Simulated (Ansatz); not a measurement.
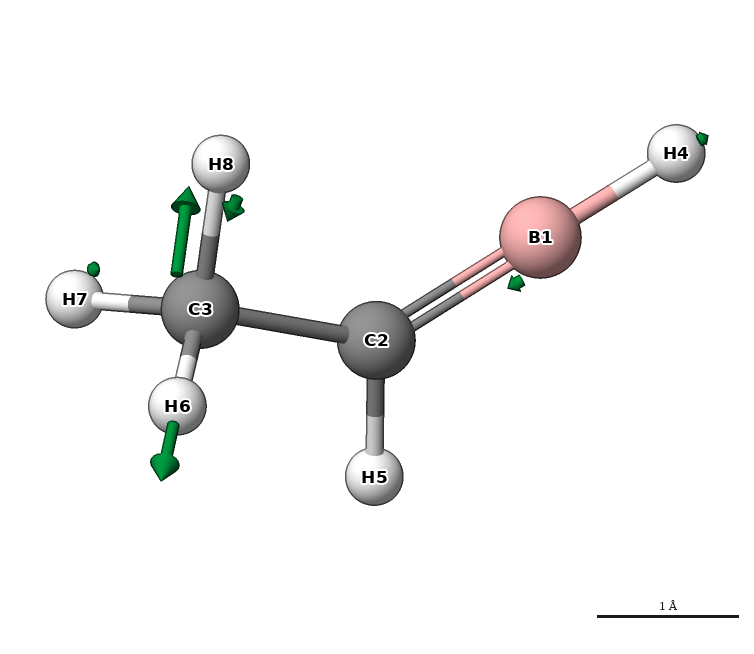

Arrows show the forces on the atoms, 0.1 Å of arrow for 1 eV/Å; forces under a tenth of the largest aren't drawn. Level of theory: PBE-D4/def2-TZVPP (Ansatz 0.2.0).

### On which atom is the force largest, and how large is it?

On C3: 7.28 eV/Å.

### Along which bond is the force strongest?

C3–H6, now 0.973 Å: the forces push its atoms apart, so a first step downhill lengthens it.

List the force components in the frame of the picture (x right, y up, z towards the viewer), in eV/Å.

| atom | Fx | Fy | Fz |
| --- | --- | --- | --- |
| B1 | −1.08 | −0.61 | 0.16 |
| C2 | 0.25 | −0.23 | 0.00 |
| C3 | 0.88 | 6.34 | −3.48 |
| H4 | 0.70 | 0.39 | −0.14 |
| H5 | 0.27 | −0.13 | −0.26 |
| H6 | −0.88 | −4.06 | 3.90 |
| H7 | 0.59 | 0.05 | 0.58 |
| H8 | −0.72 | −1.75 | −0.76 |
